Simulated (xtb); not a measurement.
Frequency calculation of CH₃BFNOSi

System: CH₃BFNOSi, SMILES N=C(F)B1O[SiH2]1.
Method: GFN1-xTB (xtb 6.7.1 later snapshot).

The geometry was optimised with GFN1-xTB.

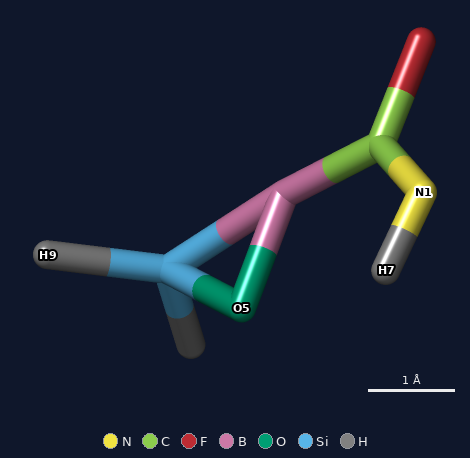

*The input geometry (stick view, seen at a tilt; atoms are numbered from 1 in the order of the input).*

Results in brief:

- outcome: converged
- electrons treated: 32
- total energy: −20.050448 hartree
- dispersion energy: −0.002808 hartree
- basis functions: 36
- HOMO: −11.09 eV
- LUMO: −8.92 eV
- zero-point energy: 0.045579 hartree
- dipole moment: 4.24 D
- wavenumbers, lowest and highest: 27i and 3383 cm⁻¹
- hardware: 1 thread of Arm Neoverse V1, 24 GiB of memory available, shared host
- peak memory: 0.074 GiB

Notes:

Settings chosen away from the usual ones: method = gfn1-xtb; task = frequencies; x = {"hess_step": 0.1}; geo = {"prev": "A"}. These settings are looser than, or depart from, a standard set-up, so the numbers are not reference values for this system.

Input (mol.xyz):
```
9

N      0.14501300    -1.26189200    -2.01672200
C      0.75000200    -0.35254900    -1.39775600
F      1.85431400     0.14776400    -1.96425700
B      0.33997400     0.26031500    -0.01915000
O     -0.88307600    -0.32058500     0.57019900
Si    -0.33104000     0.85952000     1.64656700
H     -0.68185500    -1.57403700    -1.50146900
H     -1.26618600     1.95301100     1.77233800
H      0.07285300     0.28846300     2.91024000
```

File .CHRG:
```
0
```

File .UHF:
```
0
```

File xtb.inp:
```
$hess
   step=0.1
$end
```

Launched with:
```bash
xtb mol.xyz --gfn 1 -I xtb.inp --hess > mol.out 2> xtb.err
```

Output:
```
* xtb version 6.7.1
   ID    Z sym.   atoms
    1    7 N      1
    2    6 C      2
    3    9 F      3
    4    5 B      4
    5    8 O      5
    6   14 Si     6
    7    1 H      7-9

           -------------------------------------------------
          |                Calculation Setup                |
           -------------------------------------------------

          program call               : xtb mol.xyz --gfn 1 -I xtb.inp --hess
          coordinate file            : mol.xyz
          omp threads                :                     1

           -------------------------------------------------
          |                 G F N 1 - x T B                 |
           -------------------------------------------------

      * Hamiltonian:
        H0-scaling (s, p, d)           1.850000    2.250000    2.000000
        zeta-weighting                 0.000000
      * Dispersion:
        s8                             2.400000
        a1                             0.630000
        a2                             5.000000
        s9                             0.000000
      * Repulsion:
        kExp                           1.500000
        rExp                           1.000000
      * Coulomb:
        alpha                          2.000000
        third order                    atomic
        anisotropic                    false
      * Halogen bond correction:
        rad-scale                      1.300000
        damping                        0.440000

          ...................................................
          :                      SETUP                      :
          :.................................................:
          :  # basis functions                  36          :
          :  # atomic orbitals                  35          :
          :  # shells                           19          :
          :  # electrons                        32          :
          :  # halogen bonds                     0          :
          :  max. iterations                   250          :
          :  Hamiltonian                  GFN1-xTB          :
          :  restarted?                      false          :
          :  GBSA solvation                  false          :
          :  PC potential                    false          :
          :  electronic temp.          300.0000000     K    :
          :  accuracy                    1.0000000          :
          :  -> integral cutoff          0.2500000E+02      :
          :  -> integral neglect         0.1000000E-07      :
          :  -> SCF convergence          0.1000000E-05 Eh   :
          :  -> wf. convergence          0.2000000E-04 e    :
          :  Broyden damping             0.4000000          :
          :  net charge                          0          :
          :  unpaired electrons                  0          :
          ...................................................

 iter      E             dE          RMSdq      gap      omega  full diag
   1    -20.1181468 -0.201181E+02  0.751E+00    2.57       0.0  T
   2    -20.1889083 -0.707615E-01  0.454E+00    2.19       1.0  T
   3    -20.1838556  0.505266E-02  0.180E+00    2.18       1.0  T
   4    -20.1943188 -0.104632E-01  0.298E-01    2.15       1.0  T
   5    -20.1946934 -0.374568E-03  0.658E-02    2.17       1.0  T
   6    -20.1947059 -0.125204E-04  0.167E-02    2.17       2.0  T
   7    -20.1947100 -0.409751E-05  0.536E-03    2.17       6.2  T
   8    -20.1947101 -0.832897E-07  0.805E-04    2.17      41.4  T
   9    -20.1947101 -0.490812E-08  0.195E-04    2.17     171.2  T
  10    -20.1947101 -0.289425E-09  0.294E-05    2.17    1135.5  T

   *** convergence criteria satisfied after 10 iterations ***

         #    Occupation            Energy/Eh            Energy/eV
      -------------------------------------------------------------
         1        2.0000           -0.8634527             -23.4957
       ...           ...                  ...                  ...
        10        2.0000           -0.5541896             -15.0803
        11        2.0000           -0.5324096             -14.4876
        12        2.0000           -0.5128526             -13.9554
        13        2.0000           -0.4792190             -13.0402
        14        2.0000           -0.4752568             -12.9324
        15        2.0000           -0.4561950             -12.4137
        16        2.0000           -0.4074115             -11.0862 (HOMO)
        17                         -0.3276614              -8.9161 (LUMO)
        18                         -0.2397248              -6.5232
        19                         -0.2276906              -6.1958
        20                         -0.1763192              -4.7979
        21                         -0.1446936              -3.9373
       ...                                ...                  ...
        35                          1.5507125              42.1970
      -------------------------------------------------------------
                  HL-Gap            0.0797500 Eh            2.1701 eV
             Fermi-level           -0.3675365 Eh          -10.0012 eV

 SCC (total)                   0 d,  0 h,  0 min,  0.007 sec
 SCC setup                      ...        0 min,  0.000 sec (  1.057%)
 Dispersion                     ...        0 min,  0.000 sec (  0.490%)
 classical contributions        ...        0 min,  0.000 sec (  0.113%)
 integral evaluation            ...        0 min,  0.002 sec ( 22.455%)
 iterations                     ...        0 min,  0.003 sec ( 36.289%)
 molecular gradient             ...        0 min,  0.003 sec ( 37.120%)
 printout                       ...        0 min,  0.000 sec (  2.225%)

         :::::::::::::::::::::::::::::::::::::::::::::::::::::
         ::                     SUMMARY                     ::
         :::::::::::::::::::::::::::::::::::::::::::::::::::::
         :: total energy             -20.050448258923 Eh    ::
         :: gradient norm              0.000034441780 Eh/a0 ::
         :: HOMO-LUMO gap              2.170109261176 eV    ::
         ::.................................................::
         :: SCC energy               -20.194710056578 Eh    ::
         :: -> electrostatic           0.071910137677 Eh    ::
         :: repulsion energy           0.147069771061 Eh    ::
         :: dispersion energy         -0.002807973406 Eh    ::
         :: halogen bond corr.         0.000000000000 Eh    ::
         :: add. restraining           0.000000000000 Eh    ::
         :: total charge               0.000000000000 e     ::
         :::::::::::::::::::::::::::::::::::::::::::::::::::::

           -------------------------------------------------
          |                Numerical Hessian                |
           -------------------------------------------------
step length          :   0.10000
SCC accuracy         :   0.30000
Hessian scale factor :   1.00000
frozen atoms in %    :   0.00000    0
RMS gradient         :   0.00003
estimated CPU  time      0.01 min

writing file <hessian>, containing the non-mass-weighted Hessian matrix in atomic units (Eₕ/Bohr²).

 projected vibrational frequencies (cm⁻¹)
eigval :       -0.00    -0.00     0.00     0.00     0.00     0.00
eigval :      -26.52   123.60   149.83   347.91   399.42   421.25
eigval :      462.75   530.65   561.94   622.05   709.05   844.62
eigval :      845.38   941.53   999.00  1178.08  1298.04  1684.45
eigval :     2250.37  2253.79  3383.36
           -------------------------------------------------
          |                Property Printout                |
           -------------------------------------------------

    * Orbital Energies and Occupations

         #    Occupation            Energy/Eh            Energy/eV
      -------------------------------------------------------------
         1        2.0000           -0.8634529             -23.4957
       ...           ...                  ...                  ...
         4        2.0000           -0.6400046             -17.4154
         5        2.0000           -0.6313408             -17.1797
         6        2.0000           -0.6186609             -16.8346
         7        2.0000           -0.5825261             -15.8513
         8        2.0000           -0.5800800             -15.7848
         9        2.0000           -0.5557347             -15.1223
        10        2.0000           -0.5541897             -15.0803
        11        2.0000           -0.5324095             -14.4876
        12        2.0000           -0.5128526             -13.9554
        13        2.0000           -0.4792189             -13.0402
        14        2.0000           -0.4752569             -12.9324
        15        2.0000           -0.4561950             -12.4137
        16        2.0000           -0.4074114             -11.0862 (HOMO)
        17                         -0.3276613              -8.9161 (LUMO)
        18                         -0.2397248              -6.5232
        19                         -0.2276906              -6.1958
        20                         -0.1763192              -4.7979
        21                         -0.1446935              -3.9373
        22                         -0.0790900              -2.1521
        23                         -0.0735266              -2.0008
        24                         -0.0567768              -1.5450
        25                         -0.0465405              -1.2664
        26                          0.0096371               0.2622
        27                          0.0124227               0.3380
       ...                                ...                  ...
        35                          1.5507126              42.1970
      -------------------------------------------------------------
                  HL-Gap            0.0797500 Eh            2.1701 eV
             Fermi-level           -0.3675364 Eh          -10.0012 eV

  Mulliken/CM5 charges         n(s)   n(p)   n(d)
     1     -0.38136 -0.65718   1.541  3.840  0.000
     2      0.34620  0.51496   1.057  2.597  0.000
     3     -0.25830 -0.26954   1.828  5.430  0.000
     4      0.29225  0.16841   1.070  1.637  0.000
     5     -0.47577 -0.46512   1.700  4.776  0.000
     6      0.34213  0.19666   1.259  1.726  0.673
     7      0.22524  0.41785   0.775  0.000  0.000
     8     -0.04519  0.04699   1.045  0.000  0.000
     9     -0.04520  0.04697   1.045  0.000  0.000

Wiberg/Mayer (AO) data.
largest (>0.10) Wiberg bond orders for each atom

 ---------------------------------------------------------------------------
     #   Z sym  total        # sym  WBO       # sym  WBO       # sym  WBO
 ---------------------------------------------------------------------------
     1   7      3.039 --     2      1.877     7      0.931     3      0.104
     2   6      3.829 --     1      1.877     4      0.945     3      0.941
     3   9      1.086 --     2      0.941     1      0.104
     4   5      3.053 --     6      0.984     5      0.955     2      0.945
     5   8      2.311 --     6      1.295     4      0.955
     6  14      4.194 --     5      1.295     4      0.984     8      0.922
                             9      0.922
     7   1      0.974 --     1      0.931
     8   1      0.996 --     6      0.922
     9   1      0.996 --     6      0.922
 ---------------------------------------------------------------------------

Topologies differ in total number of bonds
Writing topology from bond orders to xtbtopo.mol

 dipole moment from electron density (au)
     X       Y       Z
  -0.3324   0.7325   1.4612  total (Debye):    4.240

           -------------------------------------------------
          |               Frequency Printout                |
           -------------------------------------------------
 projected vibrational frequencies (cm⁻¹)
eigval :       -0.00    -0.00     0.00     0.00     0.00     0.00
eigval :      -26.52   123.60   149.83   347.91   399.42   421.25
eigval :      462.75   530.65   561.94   622.05   709.05   844.62
Molecule has the following symmetry elements: (sigma)
It seems to be the Cs point group
eigval :      845.38   941.53   999.00  1178.08  1298.04  1684.45
eigval :     2250.37  2253.79  3383.36
 reduced masses (amu)
    1:      8.18    2:     12.35    3:      9.84    4:     10.86    5:      6.40    6:     11.03
    7:      5.84    8:      6.95    9:      3.47   10:      8.55   11:      1.72   12:      8.79
   13:      2.01   14:      3.62   15:      1.19   16:      8.12   17:      2.18   18:      1.10
   19:      1.08   20:      7.15   21:      2.53   22:      3.07   23:      4.45   24:     11.40
   25:      1.04   26:      1.04   27:      1.07
 IR intensities (km·mol⁻¹)
    1:      1.45    2:      0.37    3:      1.20    4:      1.27    5:      0.64    6:      0.04
    7:      3.83    8:      9.45    9:     24.37   10:     14.91   11:      1.40   12:     24.36
   13:     56.60   14:     17.19   15:    142.46   16:      0.68   17:    291.85   18:    172.12
   19:    287.62   20:    157.60   21:    430.31   22:    152.71   23:    110.71   24:    107.46
   25:    272.45   26:    226.17   27:      8.71
 Raman intensities (Ä⁴*amu⁻¹)
    1:      0.00    2:      0.00    3:      0.00    4:      0.00    5:      0.00    6:      0.00
    7:      0.00    8:      0.00    9:      0.00   10:      0.00   11:      0.00   12:      0.00
   13:      0.00   14:      0.00   15:      0.00   16:      0.00   17:      0.00   18:      0.00
   19:      0.00   20:      0.00   21:      0.00   22:      0.00   23:      0.00   24:      0.00
   25:      0.00   26:      0.00   27:      0.00
 output can be read by thermo (or use thermo option).
 writing <g98.out> molden fake output.
 recommended (thermochemical) frequency scaling factor: 1.0
           -------------------------------------------------
          |             Thermodynamic Functions             |
           -------------------------------------------------

cs  symmetry found (for desy threshold:  0.10E+00) used in thermo

          ...................................................
          :                      SETUP                      :
          :.................................................:
          :  # frequencies                          20      :
          :  # imaginary freq.                       1      :
          :  linear?                             false      :
          :  only rotor calc.                    false      :
          :  symmetry                               cs      :
          :  rotational number                       1      :
          :  scaling factor                  1.0000000      :
          :  rotor cutoff                   50.0000000 cm⁻¹ :
          :  imag. cutoff                  -20.0000000 cm⁻¹ :
          :.................................................:

    mode    ω/cm⁻¹     T·S(HO)/kcal·mol⁻¹    T·S(FR)/kcal·mol⁻¹   T·S(vib)
   ------------------------------------------------------------------------
       1    123.60    -0.90734 ( 97.39%)    -0.78828 (  2.61%)    -0.90423
       2    149.83    -0.79736 ( 98.78%)    -0.73130 (  1.22%)    -0.79655
   ------------------------------------------------------------------------

   temp. (K)  partition function   enthalpy   heat capacity  entropy
                                   cal/mol     cal/K/mol   cal/K/mol   J/K/mol
 298.15  VIB   10.7                 2158.576     16.096     11.945
         ROT  0.216E+06              888.727      2.981     27.387
         INT  0.232E+07             3047.303     19.077     39.332
         TR   0.320E+26             1481.212      4.968     39.804
         TOT                        4528.5157    24.0450    79.1362   331.1060

       T/K    H(0)-H(T)+PV         H(T)/Eh          T*S/Eh         G(T)/Eh
   ------------------------------------------------------------------------
    298.15    0.721665E-02    0.527961E-01    0.376002E-01    0.151959E-01
   ------------------------------------------------------------------------

         :::::::::::::::::::::::::::::::::::::::::::::::::::::
         ::                  THERMODYNAMIC                  ::
         :::::::::::::::::::::::::::::::::::::::::::::::::::::
         :: total free energy         -20.035252356229 Eh   ::
         ::.................................................::
         :: total energy              -20.050448258924 Eh   ::
         :: zero point energy           0.045579436302 Eh   ::
         :: G(RRHO) w/o ZPVE           -0.030383533608 Eh   ::
         :: G(RRHO) contrib.            0.015195902695 Eh   ::
         :::::::::::::::::::::::::::::::::::::::::::::::::::::
imag cut-off (cm-1) :    5.00
 found            1  significant imaginary frequency
 writing imag mode distorted coords to xtbhess.xyz
 for further optimization.

           -------------------------------------------------
          | TOTAL ENERGY              -20.050448258924 Eh   |
          | TOTAL ENTHALPY            -19.997652173472 Eh   |
          | TOTAL FREE ENERGY         -20.035252356229 Eh   |
          | GRADIENT NORM               0.000034395968 Eh/α |
          | HOMO-LUMO GAP               2.170108988040 eV   |
           -------------------------------------------------

------------------------------------------------------------------------
------------------------------------------------------------------------
 total:
 *  cpu-time:     0 d,  0 h,  0 min,  0.339 sec
 * ratio c/w:     1.000 speedup
 SCF:
 *  cpu-time:     0 d,  0 h,  0 min,  0.007 sec
 * ratio c/w:     1.000 speedup
 analytical hessian:
 *  cpu-time:     0 d,  0 h,  0 min,  0.326 sec
 * ratio c/w:     1.000 speedup
```

File vibspectrum:
```
$vibrational spectrum
#  mode     symmetry     wave number   IR intensity    selection rules
#                         cm**(-1)      (km*mol⁻¹)        IR
     1                      -0.00         0.00000          -
     2                      -0.00         0.00000          -
     3                       0.00         0.00000          -
     4                       0.00         0.00000          -
     5                       0.00         0.00000          -
     6                       0.00         0.00000          -
     7        a            -26.52         3.83234         YES
     8        a            123.60         9.45392         YES
     9        a            149.83        24.37487         YES
    10        a            347.91        14.91127         YES
    11        a            399.42         1.40230         YES
    12        a            421.25        24.35926         YES
    13        a            462.75        56.60136         YES
    14        a            530.65        17.19233         YES
    15        a            561.94       142.45929         YES
    16        a            622.05         0.68446         YES
    17        a            709.05       291.85428         YES
    18        a            844.62       172.11724         YES
    19        a            845.38       287.62197         YES
    20        a            941.53       157.60278         YES
    21        a            999.00       430.30692         YES
    22        a           1178.08       152.71342         YES
    23        a           1298.04       110.70528         YES
    24        a           1684.45       107.45925         YES
    25        a           2250.37       272.44788         YES
    26        a           2253.79       226.16744         YES
    27        a           3383.36         8.71291         YES
$end
```

Standard error:
```
normal termination of xtb
```

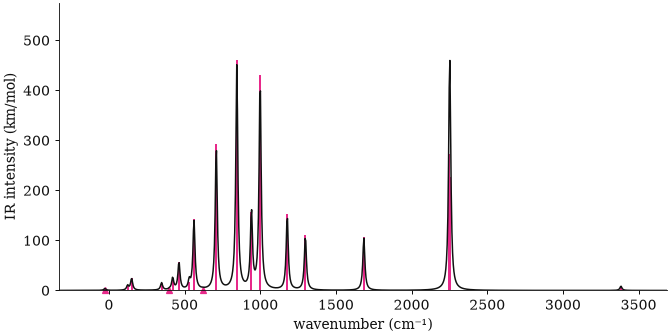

*Harmonic infrared spectrum, unscaled: sticks (degenerate modes added up, dark ones marked on the axis) with a Lorentzian envelope of 16 cm⁻¹ full width, scaled to the tallest stick; imaginary modes are drawn at negative wavenumbers.*

21 modes from 27i to 3383 cm⁻¹, 1 imaginary beyond 8i (27i cm⁻¹): not a clean minimum; so soft a mode can be a shallow saddle, an incomplete relaxation or noise of the force constants. The strongest line is at 845 cm⁻¹ (460 km/mol).
